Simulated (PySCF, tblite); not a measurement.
# C5H3F3N2: dynamics, then NMR shifts on frames, part 2 of 2

tblite 0.8.0 and PySCF 2.14.0. Atoms count from 0. Earlier steps stand in the parts before.

### 5 Shielding tensors: 625 fs, PBE0/pcSseg-1

Job settings and geometry (Å):

```
{"job": {"kind": "nmr", "xc": "PBE0", "basis": "pcSseg-1", "pop": false}, "charge": 0, "multiplicity": 1}
F      1.778000    -1.265500     1.976000
C      1.547000    -0.555900     0.819700
F      2.240500    -1.145000    -0.198300
F      2.065300     0.636200     0.996000
C      0.059600    -0.561100     0.585400
N     -0.500000    -1.649200     0.104600
C     -1.826800    -1.765600    -0.101700
C     -2.642700    -0.654400     0.146200
C     -1.948400     0.463900     0.603600
N     -0.632800     0.549800     0.861200
H     -2.230200    -2.663100    -0.518300
H     -3.735800    -0.684600    -0.015100
H     -2.490500     1.303400     0.893700
```

With the program's defaults for keys left out, this is: GIAO PBE0/pcSseg-1 NMR shielding, non-relativistic, gas phase.

The program printed:

```text
coarse grid: 12672 points
cycle   1  E = -600.4395146268  dE =  1.910e+00  |g| = 9.367e-01  |ddm| = 3.535e+00
cycle   2  E = -600.2452415999  dE =  1.943e-01  |g| = 1.480e+00  |ddm| = 1.302e+00
cycle   3  E = -600.5947983316  dE = -3.496e-01  |g| = 7.525e-02  |ddm| = 7.755e-01
cycle   4  E = -600.5949912502  dE = -1.929e-04  |g| = 6.821e-02  |ddm| = 1.295e-01
cycle   5  E = -600.5961023769  dE = -1.111e-03  |g| = 1.537e-02  |ddm| = 6.306e-02
cycle   6  E = -600.5961480080  dE = -4.563e-05  |g| = 5.806e-03  |ddm| = 1.441e-02
cycle   7  E = -600.5961552620  dE = -7.254e-06  |g| = 9.842e-04  |ddm| = 4.943e-03
final grid: 128952 points
cycle   8  E = -600.6715590945  dE = -5.296e-05  |g| = 6.905e-03  |ddm| = 2.997e-02
cycle   9  E = -600.6715541928  dE =  4.902e-06  |g| = 9.128e-03  |ddm| = 1.218e-02
cycle  10  E = -600.6715691455  dE = -1.495e-05  |g| = 1.290e-03  |ddm| = 6.369e-03
cycle  11  E = -600.6715694618  dE = -3.163e-07  |g| = 5.017e-04  |ddm| = 1.317e-03
cycle  12  E = -600.6715695185  dE = -5.672e-08  |g| = 1.700e-04  |ddm| = 5.289e-04
cycle  13  E = -600.6715695242  dE = -5.709e-09  |g| = 3.547e-05  |ddm| = 1.469e-04
cycle  14  E = -600.6715695244  dE = -1.955e-10  |g| = 1.656e-05  |ddm| = 3.858e-05
converged SCF energy = -600.6715695244

GIAO shielding tensors (ppm)
atom      isotropic    diamagn.    paramagn.     s11        s22        s33       span
  0 F      224.408     469.612    -245.204    127.953    212.017    333.255    205.302
  1 C       54.890     237.092    -182.202     40.449     54.416     69.806     29.357
  2 F      242.451     471.806    -229.354    154.879    226.015    346.460    191.580
  3 F      269.033     471.380    -202.347    198.469    279.283    329.347    130.878
  4 C       21.103     257.417    -236.314    -86.953     28.761    121.499    208.452
  5 N      -83.735     330.547    -414.282   -402.750   -143.626    295.171    697.920
  6 C       18.726     250.496    -231.770   -103.167      8.170    151.175    254.342
  7 C       52.471     263.116    -210.645    -69.404     51.105    175.713    245.117
  8 C       21.892     247.389    -225.497    -90.360      0.349    155.688    246.048
  9 N      -78.402     330.471    -408.872   -362.187   -164.671    291.653    653.840
 10 H       22.252      29.400      -7.148     19.043     21.104     26.610      7.566
 11 H       23.486      29.250      -5.764     21.899     22.270     26.288      4.389
 12 H       23.110      31.197      -8.087     19.077     22.661     27.592      8.515
```

Run time: 22 s. Hardware: 1 thread of Intel Xeon Platinum 8488C, shared host; peak memory 0.87 GiB.

In short: δ C6 168.2, C4 165.8, C8 165.0, C7 134.5, H10 9.46, H12 8.61 ppm.

### 6 Shielding tensors: 800 fs, PBE0/pcSseg-1

Job settings and geometry (Å):

```
{"job": {"kind": "nmr", "xc": "PBE0", "basis": "pcSseg-1", "pop": false}, "charge": 0, "multiplicity": 1}
F      1.704600    -1.828600     1.323700
C      1.343100    -0.623500     0.897300
F      2.135600    -0.351400    -0.190000
F      1.707300     0.298700     1.714700
C     -0.090500    -0.554400     0.503200
N     -0.615900    -1.553800    -0.085400
C     -1.893600    -1.413000    -0.442700
C     -2.625000    -0.345500    -0.002800
C     -1.896600     0.668300     0.698800
N     -0.619800     0.604000     0.910400
H     -2.348000    -2.298000    -0.949100
H     -3.615800    -0.382600    -0.275000
H     -2.412300     1.510300     1.007100
```

Method: GIAO PBE0/pcSseg-1 NMR shielding, non-relativistic, gas phase.

The program printed:

```text
coarse grid: 12672 points
cycle   1  E = -600.4426029140  dE =  2.237e+00  |g| = 9.137e-01  |ddm| = 3.567e+00
cycle   2  E = -600.2907073039  dE =  1.519e-01  |g| = 1.372e+00  |ddm| = 1.249e+00
cycle   3  E = -600.5857884543  dE = -2.951e-01  |g| = 7.790e-02  |ddm| = 7.264e-01
cycle   4  E = -600.5861730584  dE = -3.846e-04  |g| = 6.586e-02  |ddm| = 1.269e-01
cycle   5  E = -600.5871618809  dE = -9.888e-04  |g| = 1.444e-02  |ddm| = 5.914e-02
cycle   6  E = -600.5872005920  dE = -3.871e-05  |g| = 5.731e-03  |ddm| = 1.412e-02
cycle   7  E = -600.5872074504  dE = -6.858e-06  |g| = 1.069e-03  |ddm| = 4.995e-03
final grid: 128952 points
cycle   8  E = -600.6610290533  dE = -4.783e-05  |g| = 7.008e-03  |ddm| = 3.231e-02
cycle   9  E = -600.6610224777  dE =  6.576e-06  |g| = 9.469e-03  |ddm| = 1.329e-02
cycle  10  E = -600.6610393863  dE = -1.691e-05  |g| = 1.400e-03  |ddm| = 7.293e-03
cycle  11  E = -600.6610398124  dE = -4.261e-07  |g| = 4.381e-04  |ddm| = 1.430e-03
cycle  12  E = -600.6610398563  dE = -4.386e-08  |g| = 1.591e-04  |ddm| = 4.787e-04
cycle  13  E = -600.6610398608  dE = -4.503e-09  |g| = 4.243e-05  |ddm| = 1.361e-04
cycle  14  E = -600.6610398611  dE = -3.115e-10  |g| = 1.840e-05  |ddm| = 4.878e-05
converged SCF energy = -600.6610398611

GIAO shielding tensors (ppm)
atom      isotropic    diamagn.    paramagn.     s11        s22        s33       span
  0 F      268.065     469.064    -201.000    192.861    268.990    342.343    149.481
  1 C       60.995     237.369    -176.374     48.282     60.793     73.910     25.628
  2 F      227.924     475.035    -247.111    124.290    214.102    345.380    221.090
  3 F      272.917     470.462    -197.545    214.401    288.223    316.127    101.726
  4 C       29.472     257.608    -228.136    -61.586     25.216    124.784    186.369
  5 N      -44.866     330.837    -375.703   -302.746   -138.177    306.326    609.072
  6 C       20.557     250.797    -230.240    -97.830     11.380    148.120    245.950
  7 C       57.396     260.543    -203.147    -66.329     55.253    183.264    249.593
  8 C       24.259     246.264    -222.005    -82.599     -3.736    159.113    241.712
  9 N      -54.794     330.471    -385.264   -313.452   -157.029    306.100    619.551
 10 H       22.129      28.305      -6.176     18.056     22.713     25.618      7.562
 11 H       24.671      31.409      -6.739     22.250     23.366     28.397      6.146
 12 H       23.241      30.579      -7.337     19.606     22.683     27.435      7.829
```

Wall time 22 s (1 thread of Intel Xeon Platinum 8488C, shared host); peak memory 0.87 GiB.

This run: δ C6 166.4, C8 162.7, C4 157.5, C7 129.5, H10 9.59, H12 8.48 ppm.

### 7 NMR shieldings: 1000 fs, PBE0/pcSseg-1

Job settings and geometry (Å):

```
{"job": {"kind": "nmr", "xc": "PBE0", "basis": "pcSseg-1", "pop": false}, "charge": 0, "multiplicity": 1}
F      1.695000    -2.213000     0.884000
C      1.352700    -0.922900     0.836700
F      2.026400    -0.239300    -0.112300
F      1.651400    -0.332600     2.064900
C     -0.140000    -0.672000     0.654400
N     -0.796800    -1.680800     0.027300
C     -2.081900    -1.507400    -0.084000
C     -2.665800    -0.376800     0.456500
C     -1.866300     0.620700     0.957000
N     -0.535200     0.508000     0.964600
H     -2.607600    -2.281900    -0.585100
H     -3.778300    -0.107100     0.448000
H     -2.173700     1.606300     1.306900
```

With the program's defaults for keys left out, this is: GIAO PBE0/pcSseg-1 NMR shielding, non-relativistic, gas phase.

The program printed:

```text
coarse grid: 12672 points
cycle   1  E = -600.4339167959  dE =  2.000e+00  |g| = 9.310e-01  |ddm| = 3.547e+00
cycle   2  E = -600.2376070710  dE =  1.963e-01  |g| = 1.482e+00  |ddm| = 1.328e+00
cycle   3  E = -600.5881577306  dE = -3.506e-01  |g| = 7.197e-02  |ddm| = 7.902e-01
cycle   4  E = -600.5884273693  dE = -2.696e-04  |g| = 6.289e-02  |ddm| = 1.221e-01
cycle   5  E = -600.5893171133  dE = -8.897e-04  |g| = 1.360e-02  |ddm| = 5.674e-02
cycle   6  E = -600.5893518407  dE = -3.473e-05  |g| = 5.442e-03  |ddm| = 1.308e-02
cycle   7  E = -600.5893583726  dE = -6.532e-06  |g| = 9.651e-04  |ddm| = 4.846e-03
final grid: 128952 points
cycle   8  E = -600.6643865085  dE = -4.913e-05  |g| = 6.825e-03  |ddm| = 3.001e-02
cycle   9  E = -600.6643810790  dE =  5.429e-06  |g| = 9.196e-03  |ddm| = 1.220e-02
cycle  10  E = -600.6643961508  dE = -1.507e-05  |g| = 1.182e-03  |ddm| = 6.449e-03
cycle  11  E = -600.6643964101  dE = -2.593e-07  |g| = 5.224e-04  |ddm| = 1.334e-03
cycle  12  E = -600.6643964715  dE = -6.146e-08  |g| = 1.794e-04  |ddm| = 5.508e-04
cycle  13  E = -600.6643964777  dE = -6.178e-09  |g| = 4.302e-05  |ddm| = 1.558e-04
cycle  14  E = -600.6643964780  dE = -3.263e-10  |g| = 1.860e-05  |ddm| = 4.849e-05
converged SCF energy = -600.6643964780

GIAO shielding tensors (ppm)
atom      isotropic    diamagn.    paramagn.     s11        s22        s33       span
  0 F      266.353     468.591    -202.238    189.259    271.679    338.120    148.861
  1 C       51.726     241.566    -189.840     37.991     49.761     67.427     29.435
  2 F      240.305     475.331    -235.026    159.369    237.458    324.086    164.717
  3 F      223.959     472.956    -248.997    128.943    201.847    341.086    212.144
  4 C       19.192     258.916    -239.725    -77.029     18.483    116.121    193.150
  5 N      -64.564     330.449    -395.014   -327.989   -157.831    292.126    620.115
  6 C       28.261     249.106    -220.846    -78.104      7.778    155.108    233.212
  7 C       62.780     260.881    -198.102    -41.968     56.432    173.875    215.844
  8 C       21.850     252.952    -231.102    -89.440      4.554    150.435    239.876
  9 N      -56.223     331.186    -387.409   -309.219   -158.459    299.009    608.229
 10 H       22.874      29.563      -6.689     18.873     23.476     26.272      7.399
 11 H       23.604      26.847      -3.242     20.477     24.503     25.833      5.356
 12 H       22.360      30.566      -8.206     18.041     22.925     26.114      8.074
```

Wall time 22 s (1 thread of Intel Xeon Platinum 8488C, shared host); peak memory 0.87 GiB.

Key values: δ C4 167.7, C8 165.1, C6 158.7, C1 135.2, H12 9.36, H10 8.84 ppm.

### 8 Run by run: NMR shifts

Shifts (ppm) of some atoms, chosen among heavy atoms and hydrogens apart, with basis size and wall time:

```csv
frame,H10,H11,F0,F3,F2,N9,N5,functions,time
250 fs,8.70,8.40,-24.6,-65.4,-83.5,345.0,332.7,185,22 s
425 fs,9.43,7.26,-68.5,-49.9,-75.8,320.3,353.5,185,22 s
625 fs,9.46,8.23,-53.5,-98.1,-71.5,346.1,351.5,185,22 s
800 fs,9.59,7.05,-97.1,-102.0,-57.0,322.5,312.6,185,22 s
1000 fs,8.84,8.11,-95.4,-53.0,-69.4,324.0,332.3,185,22 s
```

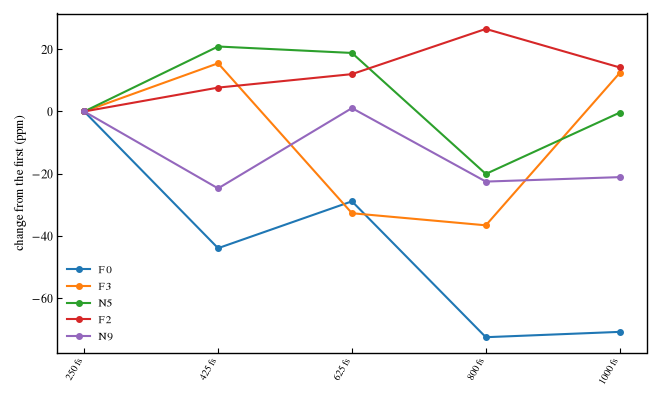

How five of the tabulated atoms move from run to run.

### 9 Results

The summary covers parts 1 to 2.

| quantity | value |
| --- | --- |
| thermostat | 300 K |
| mean temperature, second half | 296 K |
| mean potential energy above the minimum | 0.45 eV |
| ¹³C shifts against TMS (PBE0/pcSseg-1, 250 fs) | 165.6, 160.9, 157.0, 136.8, 130.4 ppm |
| ¹H shifts against TMS (PBE0/pcSseg-1, 250 fs) | 9.08, 8.70, 8.40 ppm |
| ¹⁹F shifts against CFCl3 (PBE0/pcSseg-1, 250 fs) | -24.6, -65.4, -83.5 ppm |
| ¹⁵N shifts against NH3 (PBE0/pcSseg-1, 250 fs) | 345.0, 332.7 ppm |
| range of the shift of F0 | -97.1 to -24.6 ppm |

In the second half the potential energy averages 0.45 eV above the minimum; equipartition over 33 harmonic modes at 300 K would give 0.43 eV. With 13 atoms the temperature swings widely (164 to 496 K). Shifts at one fixed geometry are not the observed spectrum, which averages over the motion. In the first frame run (250 fs): The largest span, 673 ppm, is at N9, where the paramagnetic term is -409 ppm. NICS(1)zz of -28 ppm above the planar ring from C4 marks a diatropic (aromatic) ring current. In ppm, F0 moves most: its shift spreads over 72.5 ppm, from -97.1 (800 fs) to -24.6 (250 fs).
